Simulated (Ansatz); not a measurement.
# How Pt(100) screens a field

Aim: image plane and induced charge of Pt(100).

Calculated with Ansatz 0.2.0; plane-wave DFT, PBE, Ansatz PAW.

**1. The starting structure**

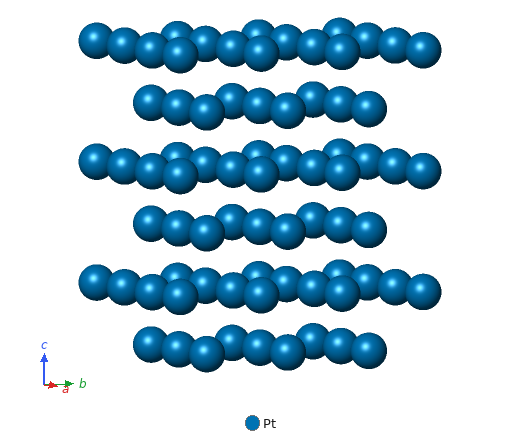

The cell as given, from the side, with the c axis up (platinum blue). 3×3×1 cells are drawn. Some periodic images of atoms are drawn too.

The cell holds 6 atoms: 6 Pt. Its edges and angles: a = 2.772 Å, b = 2.772 Å, c = 27.800 Å, α = 90.0°, β = 90.0°, γ = 90.0°. Vacuum lies along c.

**2. Atoms held, field 0**

A sawtooth potential applies the field, turning back in the middle of the vacuum. With the dipole correction the typed value is the field outside the slab. The induced dipole is small, so the SCF threshold is tight.

File input.yaml:

```yaml
crystal:
  lattice:
    - [2.7718585823, 0.0, 0.0]
    - [0.0, 2.7718585823, 0.0]
    - [0.0, 0.0, 27.8]
  atoms:
    - { symbol: Pt, position: [0.5, 0.5, 0.3237410072] }
    - { symbol: Pt, position: [0.0, 0.0, 0.3942446043] }
    - { symbol: Pt, position: [0.5, 0.5, 0.4647482014] }
    - { symbol: Pt, position: [0.0, 0.0, 0.5352517986] }
    - { symbol: Pt, position: [0.5, 0.5, 0.6057553957] }
    - { symbol: Pt, position: [0.0, 0.0, 0.6762589928] }
kpoints:
  mp_grid: { grid: [18, 18, 1] }
hamiltonian:
  xc: pbe
scf:
  occupations: { method: fermi_dirac, width: 0.1 }
  convergence: { dr2_threshold: 1.0e-10 }
efield:
  axis: 3
  dipole_correction: true
  ramp_position: 0.97
  ramp_width: 0.06
  amplitude: 0
output:
  forces: true
  write_potential: true
  write_density: true
  volumetric_format: npy
```

Command:

```console
ansatz run input.yaml --threads 4 --pin off --max-ram 6144MiB --backend cpu --events-out ev --progress --plain --runs-dir out
```

Numbers of over 12 decimals in the logs are rounded to 6 here.

Output:

```text
Engine: ansatz 0.2.0, x86_64-unknown-linux-gnu
Pseudopotentials: kind: paw
Pseudopotential: Pt, paw, valence charge 18, recommended cutoff 420 eV (normal), Pt.paw.azcp
Functional definition: PBE
  parameter kappa = 0.804
  parameter beta = 0.066725
  exchange = pbe_x(kappa = kappa, mu = beta*pi^2/3)
  correlation = pbe_c(beta = beta)
Crystal: 6 atoms, lattice volume = 213.593 Å³
Basis set: ecut = 420 eV, 4257 PW (Γ), exchange–correlation on 40×40×384 points (8 copies of the dense FFT grid, shifted against one another)
Bands: 65, of which v1, the nominal top of the filled ones, is band 54 counted from 1 (53 counted from 0)
Symmetry: 8 space group operations
k-points: 55 of 324
Non-local potential: Pt, projectors of the file, l = 0: 3, l = 1: 2, l = 2: 2, l = 3: 1
PAW form: soft (Blöchl's): semilocal exchange-correlation on the pseudo side does not see the compensation charge
PAW one-centre angular grid: Pt, 590 points (default); XC on 64 Gauss nodes
Initial density: superposition of atomic densities (neutral atoms: chi_scale 0, normalization atom), corrected by the library's trained network
Initial wavefunctions: pseudopotential atomic-orbital guess
Functional: x = pbe(κ = 0.804, μ = 0.219515), c = pbe(β = 0.066725)
SCF iter   1: F=—  HF=-75136.582275 eV  |F-HF|=—  |Δ(HF+E_count)|=         —  Δρ=1.59e-2  dr2=7.33e0  ethr=1.77e-3  p=0.000 e·Å  D=4.24e-13 V/Å  ΔV_dip=-0.00 eV  dr2_dipole=2.64e-9  V_vac-E_F(+/−)=5.08/5.08 eV  ⟨swp⟩=7.9  Hψ=15253  notcnv=0  defer=41
efield: sawtooth ramp at fractional position 0.9700 (set: `efield.ramp_position`, or a place that a band, a saddle search or an elastic batch's reference lends), width 0.0600; the density the first Hamiltonian is built on has a dipole p = 0.000 e·Å; the dipole correction subtracts the counter field D = 4.24e-13 V/Å, which shifts the + side's vacuum level by -0.00 eV against the − side's; the planar-averaged density in the ramp window peaks in size at 4.3e-6 e/Å³
preconditioner: auto → LDOS  [metal: Δε(μ)=0.002 eV  Ē_g=7.474 eV  σ=0.100 eV  W_gap=0.00  n_scr=48 (ndim 8)  ℏωp=19.7 eV  f_vac=0.528  D(μ)=9.85/eV (n_scr^D=84)  β→1.0]
SCF iter   2: F=—  HF=-75136.465753 eV  |F-HF|=—  |Δ(HF+E_count)|=   1.17e-1  Δρ=5.44e-3  dr2=3.01e-1  ethr=1.77e-3  p=-0.000 e·Å  D=-2.54e-5 V/Å  ΔV_dip=0.00 eV  dr2_dipole=6.94e-9  V_vac-E_F(+/−)=5.70/5.70 eV  ⟨swp⟩=1.9  Hψ=4292  notcnv=0  defer=106
SCF iter   3: F=—  HF=-75136.465972 eV  |F-HF|=—  |Δ(HF+E_count)|=   2.19e-4  Δρ=2.93e-3  dr2=8.36e-2  ethr=2.79e-4  p=0.000 e·Å  D=2.56e-6 V/Å  ΔV_dip=-0.00 eV  dr2_dipole=4.23e-10  V_vac-E_F(+/−)=5.54/5.54 eV  ⟨swp⟩=2.0  Hψ=5247  notcnv=0  defer=117
SCF iter   4: F=—  HF=-75136.455545 eV  |F-HF|=—  |Δ(HF+E_count)|=   1.04e-2  Δρ=4.38e-4  dr2=1.36e-3  ethr=7.74e-5  p=-0.000 e·Å  D=-5.23e-6 V/Å  ΔV_dip=0.00 eV  dr2_dipole=2.01e-10  V_vac-E_F(+/−)=5.67/5.67 eV  ⟨swp⟩=2.1  Hψ=5358  notcnv=0  defer=117
SCF iter   5: F=—  HF=-75136.455320 eV  |F-HF|=—  |Δ(HF+E_count)|=   2.25e-4  Δρ=1.69e-4  dr2=1.29e-4  ethr=1.26e-6  p=-0.000 e·Å  D=-2.37e-6 V/Å  ΔV_dip=0.00 eV  dr2_dipole=2.04e-10  V_vac-E_F(+/−)=5.66/5.66 eV  ⟨swp⟩=2.8  Hψ=5951  notcnv=0  defer=117
SCF iter   6: F=—  HF=-75136.455325 eV  |F-HF|=—  |Δ(HF+E_count)|=   4.71e-6  Δρ=8.28e-5  dr2=4.21e-5  ethr=1.19e-7  p=-0.000 e·Å  D=-1.10e-6 V/Å  ΔV_dip=0.00 eV  dr2_dipole=2.19e-11  V_vac-E_F(+/−)=5.66/5.66 eV  ⟨swp⟩=2.3  Hψ=5242  notcnv=0  defer=117
SCF iter   7: F=—  HF=-75136.455317 eV  |F-HF|=—  |Δ(HF+E_count)|=   7.86e-6  Δρ=4.60e-5  dr2=1.48e-5  ethr=3.90e-8  p=-0.000 e·Å  D=-2.84e-7 V/Å  ΔV_dip=0.00 eV  dr2_dipole=2.82e-12  V_vac-E_F(+/−)=5.66/5.66 eV  ⟨swp⟩=1.9  Hψ=4504  notcnv=0  defer=116
SCF iter   8: F=—  HF=-75136.455328 eV  |F-HF|=—  |Δ(HF+E_count)|=   1.06e-5  Δρ=2.14e-5  dr2=3.96e-6  ethr=1.37e-8  p=0.000 e·Å  D=2.05e-8 V/Å  ΔV_dip=-0.00 eV  dr2_dipole=1.65e-12  V_vac-E_F(+/−)=5.66/5.66 eV  ⟨swp⟩=1.4  Hψ=3867  notcnv=0  defer=116
SCF iter   9: F=—  HF=-75136.455303 eV  |F-HF|=—  |Δ(HF+E_count)|=   2.50e-5  Δρ=6.60e-6  dr2=3.05e-7  ethr=3.67e-9  p=0.000 e·Å  D=1.79e-7 V/Å  ΔV_dip=-0.00 eV  dr2_dipole=2.66e-12  V_vac-E_F(+/−)=5.66/5.66 eV  ⟨swp⟩=1.3  Hψ=3902  notcnv=0  defer=114
SCF iter  10: F=—  HF=-75136.455303 eV  |F-HF|=—  |Δ(HF+E_count)|=   2.66e-7  Δρ=1.31e-6  dr2=4.21e-9  ethr=2.83e-10  p=0.000 e·Å  D=7.80e-8 V/Å  ΔV_dip=-0.00 eV  dr2_dipole=8.14e-14  V_vac-E_F(+/−)=5.66/5.66 eV  ⟨swp⟩=2.3  Hψ=5249  notcnv=0  defer=114
SCF iter  11: F=—  HF=-75136.455303 eV  |F-HF|=—  |Δ(HF+E_count)|=   1.42e-8  Δρ=3.25e-7  dr2=4.14e-10  ethr=3.90e-12  p=0.000 e·Å  D=3.24e-8 V/Å  ΔV_dip=-0.00 eV  dr2_dipole=1.57e-14  V_vac-E_F(+/−)=5.66/5.66 eV  ⟨swp⟩=3.2  Hψ=7149  notcnv=0  defer=114
SCF iter  12: F=-75136.455303 eV  HF=-75136.455303 eV  |F-HF|=1.60e-10  |Δ(HF+E_count)|=   1.16e-9  Δρ=1.71e-7  dr2=8.39e-11  ethr=1.00e-12  p=0.000 e·Å  D=9.16e-9 V/Å  ΔV_dip=-0.00 eV  dr2_dipole=1.57e-14  V_vac-E_F(+/−)=5.66/5.66 eV  ⟨swp⟩=17.5  Hψ=23868  notcnv=0
SCF 1 converged in 12 iterations: F = -75136.455303 eV  dr2 = 8.39e-11
  greatest PAW one-centre occupation: 1.000 electrons in one spin orbital (limit 2), on the Pt atom at site 3 (counted from 0), in its partial waves of l = 0
WARN: The output density's exchange-correlation potential varies sharply where the density is thin. Do not read a vacuum level from v_tot or v_xc, or from such a field of the output density. On a cell that repeats whose density bears no net charge and no dipole along the vacuum's axis use v_es (v_loc + v_h of the components); under efield.dipole_correction with no amplitude use v_es + v_field, which holds any externa [...]
SCF converged after 12 iterations
Free energy (F): -75136.455303 eV
Harris-Foulkes:  -75136.455303 eV  (|F-HF|=1.60e-10)
Internal energy: -75136.113737 eV  (E = F + TS)
E sigma→0 (E₀):  -75136.284520 eV
Entropy (-TS):   -0.341566 eV (-56.928 meV/atom)
Fermi energy:    6.616379 eV
Dipole field:    D = -0.000000 V/Å  (p = -0.000000 e·Å, saw-weighted, corrected)
Work function:   Φ+ = 5.6637 eV   Φ− = 5.6637 eV
Levels:          The Fermi level and band energies are counted from a zero that moves with the ramp; work functions are not
--- Per-component energies (eV) ---
  E_band       = -2554.209013
  E_kinetic    = 3824.810449
  E_local      = -223273.853691  (includes V_loc(G=0)·N_el)
  E_nonlocal   = 1200.673902
  E_hartree    = 109620.069049
  E_xc         = -1568.665609
  E_vxc        = -1814.148198  (∫ρ·V_xc dr)
  E_paw        = -56724.572820  (= ΣΔE_a)
  E_vpaw       = -1731.828599  (= ΣTr[D̂ρ^β])
  E_aug_tail   = 0.001203  (compensation charges beyond the density's cutoff)
  E_efield     = 0.000000  (sawtooth field / dipole correction)
  E_vefield    = 0.000000  (∫n·V_field dr)
  E_ewald      = 91785.423781
  E_smearing   = -0.341566  (= −TS)
  E_closure    = 0.000000  (closes the sum)
  Σ components = -75136.455303   (vs F -75136.455303, Δ=0.00e0)
--- Forces (eV/Å), atoms counted from 1 ---
  atom   1  Pt    -0.00000000    -0.00000000    -0.13691199
  atom   2  Pt    -0.00000000     0.00000000    -0.31201323
  atom   3  Pt    -0.00000000    -0.00000000    -0.04482601
  atom   4  Pt     0.00000000     0.00000000     0.04482597
  atom   5  Pt     0.00000000     0.00000000     0.31201324
  atom   6  Pt     0.00000000    -0.00000000     0.13691204
  max |Σ_I F_I| component: 1.78e-8 eV/Å
--- Band table (eV; the first three rows and the last of 55) ---
  k-point 0: bands = [... 50 lower, 5.5315, 5.8278, 6.2586, 6.4422, 6.4422, 6.6800, 6.7363, 6.9696, ... 7 higher]
  k-point 1: bands = [... 50 lower, 5.9446, 5.9964, 6.0602, 6.1640, 6.5818, 6.6014, 6.6807, 6.7033, ... 7 higher]
  k-point 2: bands = [... 50 lower, 5.7979, 5.7981, 5.8608, 6.0460, 6.4796, 6.4960, 6.7482, 6.9160, ... 7 higher]
  k-point 54: bands = [... 50 lower, 7.1330, 7.1330, 7.7242, 7.7242, 9.3873, 9.3873, 11.3721, 11.3721, ... 7 higher]
```

It took 17 s on 4 threads of Intel Xeon Platinum 8259CL at 2.50GHz (Skylake/Cascade Lake), shared host; peak memory 0.94 GiB.

Reading the cycles: dr2 is the Hartree energy of the density residual (eV), the measure of convergence; HF is the Harris–Foulkes estimate of the energy, which meets the free energy F at convergence.

Numbers from this step:

| Quantity | Value |
| --- | --- |
| energy at zero smearing | -75136.2845 eV |
| work function, upper face | 5.664 eV |
| dipole along the normal | -1.82e-7 e·Å |

Running mean over 1.96 Å of the planar mean; the ramp of the sawtooth is left out. Electron's electrostatic potential energy less the Fermi level against z:

```tsv
z (Å)	electron's electrostatic potential energy less the Fermi level (eV)
4	5.66
5	5.66
6	5.62
7	4.96
8	-3.02
9	-11.3
10	-12.0
11	-12.2
12	-12.3
13	-12.3
14	-12.3
15	-12.3
16	-12.3
17	-12.2
18	-12.0
19	-10.7
20	-0.495
21	5.27
22	5.64
23	5.66
24	5.66
```

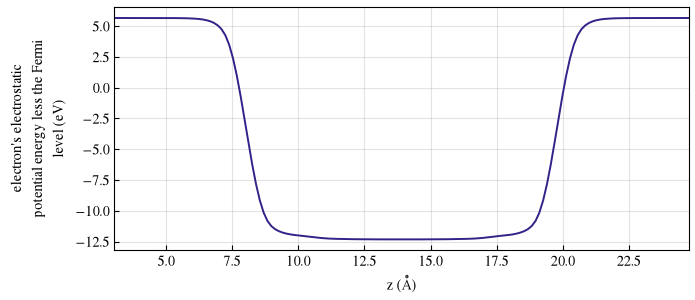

Electron's electrostatic potential energy less the Fermi level against z.

Force by atom:

```tsv
atom	x (eV/Å)	y (eV/Å)	z (eV/Å)	size
Pt1	0.000	0.000	-0.137	0.137
Pt2	0.000	0.000	-0.312	0.312
Pt3	0.000	0.000	-0.045	0.045
Pt4	0.000	0.000	0.045	0.045
Pt5	0.000	0.000	0.312	0.312
Pt6	0.000	0.000	0.137	0.137
```

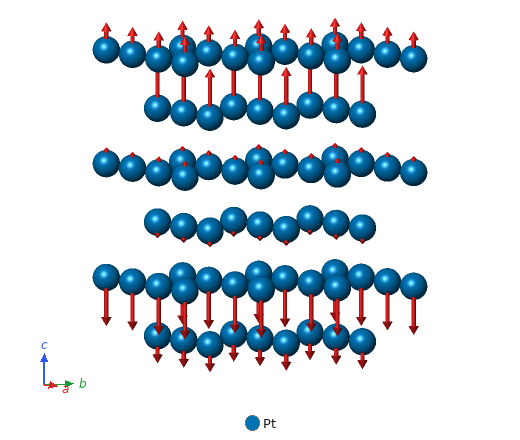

Force as arrows, the longest 0.312 eV/Å. 3×3×1 cells are drawn. Some periodic images of atoms are drawn too.

The work function of the upper face is 5.66 eV.

**3. Atoms held, field 0.05 V/Å**

Edit input.yaml of step 2 so:

```diff
@@ -24,3 +24,3 @@
   ramp_width: 0.06
-  amplitude: 0
+  amplitude: 0.05
 output:
```

Output:

```text
[...]
Crystal: 6 atoms, lattice volume = 213.593 Å³
Basis set: ecut = 420 eV, 4257 PW (Γ), exchange–correlation on 40×40×384 points (8 copies of the dense FFT grid, shifted against one another)
Bands: 65, of which v1, the nominal top of the filled ones, is band 54 counted from 1 (53 counted from 0)
Symmetry: 8 space group operations
k-points: 55 of 324
[...]
k-point 0: bands = [... 50 lower, 5.5314, 5.8277, 6.2585, 6.4422, 6.4422, 6.6799, 6.7362, 6.9695, ... 7 higher]
  k-point 1: bands = [... 50 lower, 5.9445, 5.9963, 6.0601, 6.1639, 6.5817, 6.6013, 6.6806, 6.7032, ... 7 higher]
  k-point 2: bands = [... 50 lower, 5.7979, 5.7979, 5.8607, 6.0459, 6.4795, 6.4960, 6.7481, 6.9159, ... 7 higher]
  k-point 54: bands = [... 50 lower, 7.1329, 7.1330, 7.7240, 7.7244, 9.3872, 9.3872, 11.3720, 11.3720, ... 7 higher]
[key lines of the parts left out:]
SCF converged after 14 iterations
Free energy (F): -75136.455985 eV
Fermi energy:    6.616292 eV
Dipole field:    D = 0.023124 V/Å  (p = 0.027295 e·Å, saw-weighted, corrected)
```

The job ended after 20 s (4 threads; peak memory 0.93 GiB; 78 s of CPU time).

The dipole is 0.0273 e·Å.

**4. Single point, field -0.05 V/Å**

Edit input.yaml of step 3 so:

```diff
@@ -24,3 +24,3 @@
   ramp_width: 0.06
-  amplitude: 0.05
+  amplitude: -0.05
 output:
```

Output:

```text
[...]
Crystal: 6 atoms, lattice volume = 213.593 Å³
Basis set: ecut = 420 eV, 4257 PW (Γ), exchange–correlation on 40×40×384 points (8 copies of the dense FFT grid, shifted against one another)
Bands: 65, of which v1, the nominal top of the filled ones, is band 54 counted from 1 (53 counted from 0)
Symmetry: 8 space group operations
k-points: 55 of 324
[...]
k-point 0: bands = [... 50 lower, 5.5314, 5.8277, 6.2585, 6.4422, 6.4422, 6.6799, 6.7362, 6.9695, ... 7 higher]
  k-point 1: bands = [... 50 lower, 5.9445, 5.9963, 6.0601, 6.1639, 6.5817, 6.6013, 6.6806, 6.7032, ... 7 higher]
  k-point 2: bands = [... 50 lower, 5.7979, 5.7979, 5.8607, 6.0459, 6.4795, 6.4960, 6.7481, 6.9159, ... 7 higher]
  k-point 54: bands = [... 50 lower, 7.1329, 7.1330, 7.7240, 7.7244, 9.3872, 9.3872, 11.3720, 11.3720, ... 7 higher]
[key lines of the parts left out:]
SCF converged after 14 iterations
Free energy (F): -75136.455985 eV
Fermi energy:    6.616291 eV
Dipole field:    D = -0.023124 V/Å  (p = -0.027295 e·Å, saw-weighted, corrected)
```

It took 20 s on 4 threads; peak memory 0.92 GiB; 77 s of CPU time.

The dipole is -0.0273 e·Å.

**5. Atoms held, field 0.1 V/Å**

Edit input.yaml of step 4 so:

```diff
@@ -24,3 +24,3 @@
   ramp_width: 0.06
-  amplitude: -0.05
+  amplitude: 0.1
 output:
```

Output:

```text
[...]
Crystal: 6 atoms, lattice volume = 213.593 Å³
Basis set: ecut = 420 eV, 4257 PW (Γ), exchange–correlation on 40×40×384 points (8 copies of the dense FFT grid, shifted against one another)
Bands: 65, of which v1, the nominal top of the filled ones, is band 54 counted from 1 (53 counted from 0)
Symmetry: 8 space group operations
k-points: 55 of 324
[...]
k-point 0: bands = [... 50 lower, 5.5310, 5.8274, 6.2582, 6.4419, 6.4419, 6.6796, 6.7359, 6.9692, ... 7 higher]
  k-point 1: bands = [... 50 lower, 5.9442, 5.9960, 6.0598, 6.1636, 6.5814, 6.6010, 6.6803, 6.7029, ... 7 higher]
  k-point 2: bands = [... 50 lower, 5.7975, 5.7976, 5.8606, 6.0456, 6.4792, 6.4957, 6.7478, 6.9156, ... 7 higher]
  k-point 54: bands = [... 50 lower, 7.1326, 7.1327, 7.7235, 7.7243, 9.3869, 9.3869, 11.3717, 11.3717, ... 7 higher]
[key lines of the parts left out:]
SCF converged after 14 iterations
Free energy (F): -75136.458032 eV
Fermi energy:    6.616001 eV
Dipole field:    D = 0.046248 V/Å  (p = 0.054590 e·Å, saw-weighted, corrected)
```

The job ended after 22 s (4 threads; peak memory 0.92 GiB).

The dipole is 0.0546 e·Å.

**6. Atoms held, field -0.1 V/Å**

Edit input.yaml of step 5 so:

```diff
@@ -24,3 +24,3 @@
   ramp_width: 0.06
-  amplitude: 0.1
+  amplitude: -0.1
 output:
```

Output:

```text
[...]
Crystal: 6 atoms, lattice volume = 213.593 Å³
Basis set: ecut = 420 eV, 4257 PW (Γ), exchange–correlation on 40×40×384 points (8 copies of the dense FFT grid, shifted against one another)
Bands: 65, of which v1, the nominal top of the filled ones, is band 54 counted from 1 (53 counted from 0)
Symmetry: 8 space group operations
k-points: 55 of 324
[...]
k-point 0: bands = [... 50 lower, 5.5310, 5.8274, 6.2582, 6.4419, 6.4419, 6.6796, 6.7359, 6.9692, ... 7 higher]
  k-point 1: bands = [... 50 lower, 5.9442, 5.9960, 6.0598, 6.1636, 6.5814, 6.6010, 6.6803, 6.7029, ... 7 higher]
  k-point 2: bands = [... 50 lower, 5.7975, 5.7976, 5.8606, 6.0456, 6.4792, 6.4957, 6.7478, 6.9156, ... 7 higher]
  k-point 54: bands = [... 50 lower, 7.1326, 7.1327, 7.7235, 7.7243, 9.3869, 9.3869, 11.3717, 11.3717, ... 7 higher]
[key lines of the parts left out:]
SCF converged after 14 iterations
Free energy (F): -75136.458032 eV
Fermi energy:    6.616001 eV
Dipole field:    D = -0.046248 V/Å  (p = -0.054591 e·Å, saw-weighted, corrected)
```

Wall time 21 s (4 threads); peak memory 0.93 GiB; 83 s of CPU time.

The dipole is -0.0546 e·Å.

**7. Single point, field 0.2 V/Å**

Edit input.yaml of step 6 so:

```diff
@@ -24,3 +24,3 @@
   ramp_width: 0.06
-  amplitude: -0.1
+  amplitude: 0.2
 output:
```

Output:

```text
[...]
Crystal: 6 atoms, lattice volume = 213.593 Å³
Basis set: ecut = 420 eV, 4257 PW (Γ), exchange–correlation on 40×40×384 points (8 copies of the dense FFT grid, shifted against one another)
Bands: 65, of which v1, the nominal top of the filled ones, is band 54 counted from 1 (53 counted from 0)
Symmetry: 8 space group operations
k-points: 55 of 324
[...]
k-point 0: bands = [... 50 lower, 5.5297, 5.8263, 6.2570, 6.4407, 6.4407, 6.6784, 6.7348, 6.9680, ... 7 higher]
  k-point 1: bands = [... 50 lower, 5.9430, 5.9947, 6.0587, 6.1624, 6.5802, 6.5998, 6.6791, 6.7016, ... 7 higher]
  k-point 2: bands = [... 50 lower, 5.7955, 5.7964, 5.8600, 6.0444, 6.4780, 6.4945, 6.7466, 6.9143, ... 7 higher]
  k-point 54: bands = [... 50 lower, 7.1313, 7.1316, 7.7219, 7.7235, 9.3858, 9.3858, 11.3706, 11.3706, ... 7 higher]
[key lines of the parts left out:]
SCF converged after 14 iterations
Free energy (F): -75136.466222 eV
Fermi energy:    6.614837 eV
Dipole field:    D = 0.092502 V/Å  (p = 0.109188 e·Å, saw-weighted, corrected)
```

Wall time 22 s (4 threads); peak memory 0.89 GiB; 85 s of CPU time.

The dipole is 0.109 e·Å.

**8. Atoms held, field -0.2 V/Å**

Edit input.yaml of step 7 so:

```diff
@@ -24,3 +24,3 @@
   ramp_width: 0.06
-  amplitude: 0.2
+  amplitude: -0.2
 output:
```

Output:

```text
[...]
Crystal: 6 atoms, lattice volume = 213.593 Å³
Basis set: ecut = 420 eV, 4257 PW (Γ), exchange–correlation on 40×40×384 points (8 copies of the dense FFT grid, shifted against one another)
Bands: 65, of which v1, the nominal top of the filled ones, is band 54 counted from 1 (53 counted from 0)
Symmetry: 8 space group operations
k-points: 55 of 324
[...]
k-point 0: bands = [... 50 lower, 5.5297, 5.8263, 6.2570, 6.4407, 6.4407, 6.6784, 6.7348, 6.9680, ... 7 higher]
  k-point 1: bands = [... 50 lower, 5.9430, 5.9947, 6.0587, 6.1624, 6.5802, 6.5998, 6.6791, 6.7016, ... 7 higher]
  k-point 2: bands = [... 50 lower, 5.7955, 5.7964, 5.8600, 6.0444, 6.4780, 6.4945, 6.7466, 6.9143, ... 7 higher]
  k-point 54: bands = [... 50 lower, 7.1313, 7.1316, 7.7219, 7.7235, 9.3858, 9.3858, 11.3706, 11.3706, ... 7 higher]
[key lines of the parts left out:]
SCF converged after 14 iterations
Free energy (F): -75136.466222 eV
Fermi energy:    6.614838 eV
Dipole field:    D = -0.092502 V/Å  (p = -0.109189 e·Å, saw-weighted, corrected)
```

The job ended after 23 s (4 threads; peak memory 0.89 GiB).

The dipole is -0.109 e·Å.

[end of part 1 of 2]

[Logs are printed without paths, hosts, clocks, repeated set-up lines and the standing remarks that a program may print on its own settings, such as how far it seeks lower states.]

[Hosts, paths, dates, database ids (printed as entryN), source tags and the programs' standing remarks are cut or masked in the printed files.]

[Maps of the electrostatic potential energy from Ansatz leave out the sawtooth potential of an applied field or a dipole correction, so their vacuum need not be flat; planar profiles and work functions include it.]
